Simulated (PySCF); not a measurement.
**NMR shielding calculation, with input and output: CH₉Ge₂O₂P**

The run: NMR shielding calculation of CH₉Ge₂O₂P, SMILES C[O][GeH2][O][GeH2][PH2]. Method and program: GIAO PBE0/def2-SVP NMR shielding, non-relativistic, gas phase (PySCF 2.14.0).

The geometry comes from this level: PBE0-D3(BJ)/def2-SVP. Figures and captions count atoms from 1; the log counts them from 0 in places.

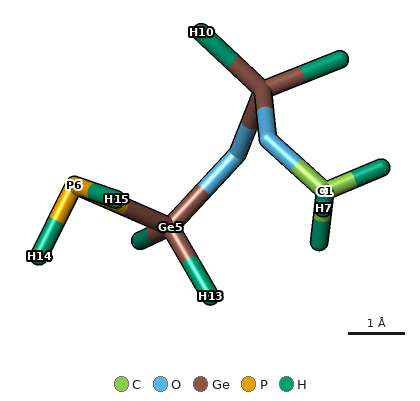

The structure (stick view, seen at a tilt; atoms are numbered from 1 in the order of the input). Sticks mark near contacts. Bond lengths as drawn: C–H 1.10 to 1.11 Å, C–O 1.40 Å, Ge–H 1.53 to 1.54 Å, Ge–O 1.77 to 1.79 Å, Ge–P 2.33 Å and H–P 1.43 Å.

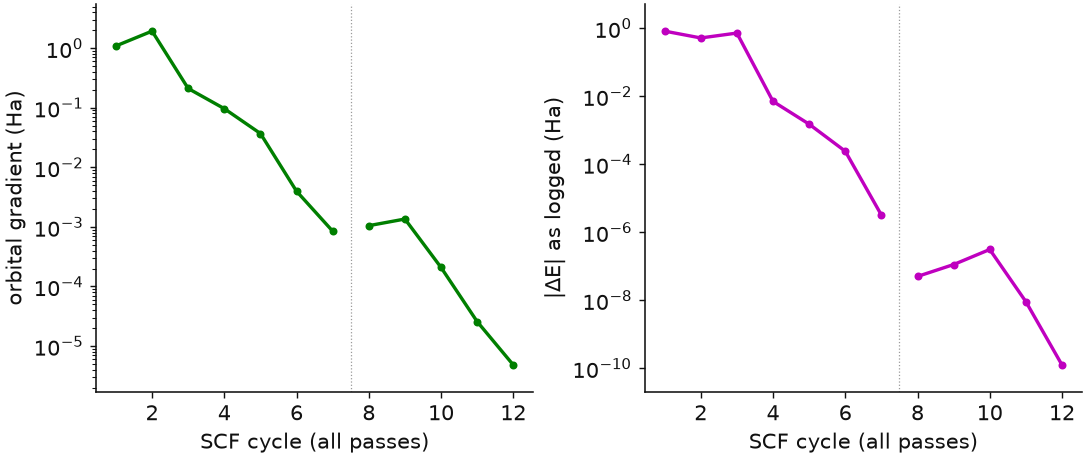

Convergence of the self-consistent field: orbital gradient and size of the energy change against the SCF cycle. The dotted line marks the change from a coarse to the final integration grid. The first 7 cycles use a coarse grid, the final grid takes over at cycle 8, and the field converges after 12 cycles in all.

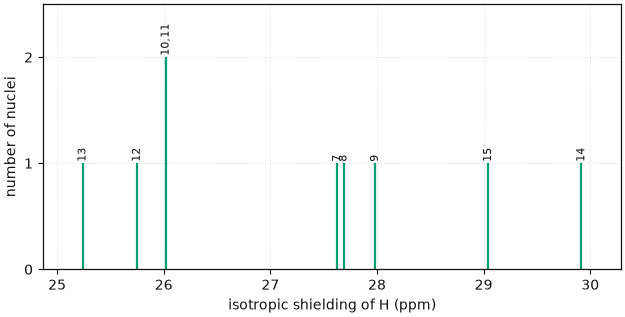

Isotropic shieldings of the hydrogen nuclei in this fixed geometry, labelled by atom number; shielding grows to the right, so chemical shift grows to the left. The least shielded is H13 (25.2 ppm), the most shielded H14 (29.9 ppm).

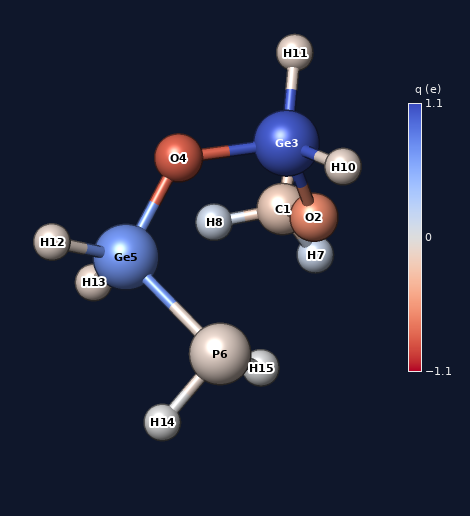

IAO charges, as the colour of each atom (ball-and-stick view, seen at a tilt; atoms are numbered from 1 in the order of the input). By element: C −0.18, O −0.81 to −0.61, Ge +0.69 to +1.02, P −0.10 and H −0.11 to +0.14 e.

These pictures come from the run below.

## Input file
```
{"job": {"kind": "nmr", "xc": "PBE0", "basis": "def2-SVP", "pop": true}, "charge": 0, "multiplicity": 1}
C     -2.080821     0.185385    -1.130646
O     -1.272907     0.918041    -0.249650
Ge    -0.785618     0.238050     1.320608
O      0.361552    -1.074503     1.014123
Ge     1.671513    -1.058460    -0.201780
P      2.511680     1.106993    -0.349405
H     -2.392224     0.847439    -1.953729
H     -1.546759    -0.676563    -1.572049
H     -2.997430    -0.200197    -0.644484
H     -0.109156     1.406438     2.045204
H     -1.994433    -0.396716     2.025920
H      2.754424    -2.013799     0.330042
H      1.083370    -1.580958    -1.530158
H      3.359440     0.769688    -1.450998
H      1.434373     1.538743    -1.181232
```

The first line tells a small driver script what to run in PySCF; the rest is the geometry in Å.

## The program's output
```
coarse grid: 59032 points
cycle   1  E = -4687.5216351854  dE = -8.122e-01  |g| = 1.090e+00  |ddm| = 3.783e+00
cycle   2  E = -4687.0105260780  dE =  5.111e-01  |g| = 1.932e+00  |ddm| = 2.658e+00
cycle   3  E = -4687.7219764710  dE = -7.115e-01  |g| = 2.103e-01  |ddm| = 1.944e+00
cycle   4  E = -4687.7289390727  dE = -6.963e-03  |g| = 9.647e-02  |ddm| = 2.622e-01
cycle   5  E = -4687.7304301274  dE = -1.491e-03  |g| = 3.690e-02  |ddm| = 9.739e-02
cycle   6  E = -4687.7306685348  dE = -2.384e-04  |g| = 3.963e-03  |ddm| = 3.215e-02
cycle   7  E = -4687.7306717062  dE = -3.171e-06  |g| = 8.469e-04  |ddm| = 4.418e-03
final grid: 119976 points
cycle   8  E = -4687.7305549292  dE = -4.961e-08  |g| = 1.048e-03  |ddm| = 2.557e-03
cycle   9  E = -4687.7305548184  dE =  1.109e-07  |g| = 1.354e-03  |ddm| = 2.278e-03
cycle  10  E = -4687.7305551259  dE = -3.076e-07  |g| = 2.084e-04  |ddm| = 1.263e-03
cycle  11  E = -4687.7305551349  dE = -8.987e-09  |g| = 2.569e-05  |ddm| = 1.842e-04
cycle  12  E = -4687.7305551350  dE = -1.237e-10  |g| = 4.811e-06  |ddm| = 2.917e-05
converged SCF energy = -4687.7305551350

GIAO shielding tensors (ppm)
atom      isotropic    diamagn.    paramagn.     s11        s22        s33       span
  0 C      141.070     241.220    -100.150    112.930    118.823    191.455     78.525
  1 O      294.829     396.201    -101.372    200.685    330.747    353.054    152.369
  2 Ge    1471.421    2757.607   -1286.187   1427.430   1459.198   1527.634    100.204
  3 O      293.025     396.957    -103.932    237.988    284.427    356.660    118.672
  4 Ge    1473.769    2756.767   -1282.998   1335.952   1444.152   1641.203    305.252
  5 P      624.432     966.063    -341.632    565.779    627.490    680.026    114.247
  6 H       27.627      28.410      -0.783     23.555     24.764     34.562     11.007
  7 H       27.688      31.741      -4.053     22.451     26.909     33.704     11.253
  8 H       27.981      28.450      -0.469     23.745     25.168     35.030     11.285
  9 H       25.998      29.688      -3.690     19.494     21.757     36.743     17.249
 10 H       26.040      28.983      -2.943     19.526     20.758     37.836     18.310
 11 H       25.749      28.232      -2.484     19.115     21.056     37.075     17.960
 12 H       25.240      30.481      -5.241     18.999     21.200     35.520     16.521
 13 H       29.917      28.884       1.033     24.958     26.180     38.613     13.655
 14 H       29.042      31.571      -2.528     22.867     28.729     35.531     12.664
```

## Summary

| quantity | value |
| --- | --- |
| outcome | converged |
| total energy | −4687.730555 hartree |
| HOMO | −7.41 eV |
| LUMO | 0.09 eV |
| dipole moment | 1.24 D |
| isotropic shielding, C | 141.1 ppm |
| isotropic shielding, O | 293.0 to 294.8 ppm |
| isotropic shielding, Ge | 1471.4 to 1473.8 ppm |
| isotropic shielding, P | 624.4 ppm |
| isotropic shielding, H | 25.2 to 29.9 ppm |
| hardware | 1 CPU thread, shared host |
| wall time | 27 s |
| peak memory | 0.85 GiB |

Spin–orbit coupling is left out, which matters for the heavy atoms.
